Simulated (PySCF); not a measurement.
# [GeH3]− (SMILES [H][Ge-]([H])[H]): levels of theory compared

Aim: a comparison of 3 runs (PBE0/STO-3G, CCSDT/STO-3G, FCI/STO-3G) of [GeH3]−. 

Program for the calculation: PySCF 2.14.0.

8 further runs of the same task are left out: 8 set aside as unsound or not needed.

### Step 1. The structure to begin with

The species is [GeH3]− (4 atoms), meant as a singlet with charge -1. As SMILES, `[H][Ge-]([H])[H]`. The Ge1–H4 distance was set to 2.634 Å, away from the relaxed value. At this shape a bond of the SMILES string is far longer than usual.

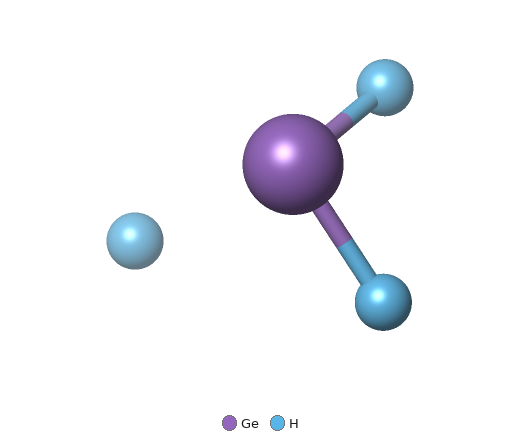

Viewed from a chosen angle; germanium purple, hydrogen blue.

### Step 2. A single-point energy at PBE0/STO-3G (run 1)

Contents of run.py:

```python
from pyscf import gto, dft

system = gto.M(
    atom='''
Ge     0.357216     0.620628     1.277955
H      1.786686     0.583368     0.265515
H     -0.312724     1.864298     0.238225
H     -0.736970    -1.223820    -0.251850
''',
    charge=-1,
    verbose=4,
    max_memory=1860,
    basis='sto-3g',
)

ks = dft.RKS(system, xc='pbe0')
ks.conv_tol = 1e-10
ks.grids.level = 5
ks.kernel()
if not ks.converged:
    ks = ks.newton().run(ks.mo_coeff, ks.mo_occ)

energy = ks.e_tot
print('E = %.10f Eh' % energy)
```

Launch:

```
OMP_NUM_THREADS=1 python run.py
```

What it wrote:

```text
PySCF version 2.14.0

[... 79 lines left out ...]
converged SCF energy = -2054.2817888832
E = -2054.2817888832 Eh
```

Run time: 2.3 s. Hardware: 1 thread of Intel Xeon Platinum 8559C (Emerald Rapids), shared host; peak memory 0.2 GiB.

### Step 3. A single-point energy at CCSDT/STO-3G (run 2)

Contents of job.py:

```python
from pyscf import gto, scf, cc

mol = gto.Mole()
mol.atom = [
    ('Ge', (0.357216, 0.620628, 1.277955)),
    ('H', (1.786686, 0.583368, 0.265515)),
    ('H', (-0.312724, 1.864298, 0.238225)),
    ('H', (-0.736970, -1.223820, -0.251850)),
]
mol.charge = -1
mol.max_memory = 1860
mol.basis = 'sto-3g'
mol.verbose = 4
mol.build()

hf = scf.RHF(mol)
hf.conv_tol = 1e-10
hf.kernel()
if not hf.converged:
    hf = hf.newton().run(hf.mo_coeff, hf.mo_occ)

mycc = cc.CCSDT(hf, frozen=9)
mycc.kernel()
e_tot = mycc.e_tot
print(f'total energy: {e_tot:.8f} hartree')
```

Launch:

```
OMP_NUM_THREADS=1 python job.py
```

What it wrote:

```text
PySCF version 2.14.0

[... 56 lines left out ...]
converged SCF energy = -2053.09225508505
[... 16 lines left out ...]
WARN: A large `blksize` is being used, which may cause large memory consumption
[... 13 lines left out ...]
Init t2, MP2 energy = -2053.156107438866  E_corr(MP2) -0.063852353815
[... 17 lines left out ...]
RCCSDT converged
[... 3 lines left out ...]
total energy: -2053.19708310 hartree
```

Wall time 1 s (1 thread of Intel Xeon Platinum 8559C (Emerald Rapids), shared host); peak memory 0.1 GiB.

### Step 4. A single-point energy at FCI/STO-3G (run 3)

Contents of calc.py:

```python
from pyscf import gto, scf, mcscf
from pyscf import fci

mol = gto.Mole()
mol.atom = [
    ('Ge', (0.357216, 0.620628, 1.277955)),
    ('H', (1.786686, 0.583368, 0.265515)),
    ('H', (-0.312724, 1.864298, 0.238225)),
    ('H', (-0.736970, -1.223820, -0.251850)),
]
mol.charge = -1
mol.verbose = 4
mol.max_memory = 1860
mol.spin = 0
mol.basis = 'sto-3g'
mol.build()

mf = scf.RHF(mol)
mf.conv_tol = 1e-10
mf.kernel()
if not mf.converged:
    mf = mf.newton().run(mf.mo_coeff, mf.mo_occ)

cas = mcscf.CASCI(mf, mf.mo_coeff.shape[-1] - 9, (mol.nelec[0] - 9, mol.nelec[1] - 9))  # full CI above the frozen core
cas.fcisolver = fci.direct_spin0.FCI(mol)  # even spin states alone
cas.kernel()
print('<S^2> = %.4f' % cas.fcisolver.spin_square(cas.ci, cas.ncas, cas.nelecas)[0])
etot = cas.e_tot
print('Final energy', etot)
```

Launch:

```
OMP_NUM_THREADS=1 python calc.py
```

What it wrote:

```text
PySCF version 2.14.0

[... 56 lines left out ...]
converged SCF energy = -2053.09225508505
[... 1 line left out ...]
******** <class 'pyscf.mcscf.casci.CASCI'> ********
CAS (9e+9e, 12o), ncore = 9, nvir = 0
natorb = False
canonicalization = True
sorting_mo_energy = False
******** <class 'pyscf.fci.direct_spin0.FCISolver'> ********
max. cycles = 100
conv_tol = 1e-10
davidson only = False
linear dependence = 1e-14
level shift = 0.001
max iter space = 12
nroots = 1
pspace_size = 400
spin = None
Density matrix diagonal elements [1.98391801 1.99974701 1.99932395 1.99940452 1.99800404 1.99978577
 1.95535929 1.95165233 1.75537617 0.25816327 0.05263729 0.04662832]
CASCI converged
CASCI E = -2053.19669488371  E(CI) = -104.221093956367  S^2 = 0.0000000
<S^2> = 0.0000
Final energy -2053.196694883714
```

It took 0.78 s on 1 thread of Intel Xeon Platinum 8559C (Emerald Rapids), shared host; peak memory 0.13 GiB.

### Step 5. Overview of the runs

```tsv
run	level	integration grid	frozen core orbitals	energy (Eh)	HOMO energy (eV)	LUMO energy (eV)	HOMO–LUMO gap (eV)	wall time
1	PBE0/STO-3G	5	–	-2054.281789	5.15	9.32	4.17	2.3 s
2	CCSDT/STO-3G	–	9	-2053.197083	2.46	12.82	10.36	1 s
3	FCI/STO-3G	–	9	-2053.196695	2.46	12.82	10.36	0.78 s
```

### Step 6. What came out

```
                                                    quantity           value
                                         run 3: total energy  -2053.19669 Eh
                  run 3: HOMO energy (Hartree–Fock orbitals)         2.46 eV
                  run 3: LUMO energy (Hartree–Fock orbitals)        12.82 eV
run 3: HOMO–LUMO gap (to an unbound level, set by the basis)        10.36 eV
          run 3: correlation energy (9 core orbitals frozen)      -104.4 mEh
```

What this shows: Against full CI in this basis: CCSDT -0.4 mEh. In runs 1, 2, 3 the HOMO lies above zero, so the outermost electron may be held by the basis alone. In runs 1, 2, 3 the basis is minimal, so the values are rough. All runs together took 4.1 s, the longest 2.3 s.
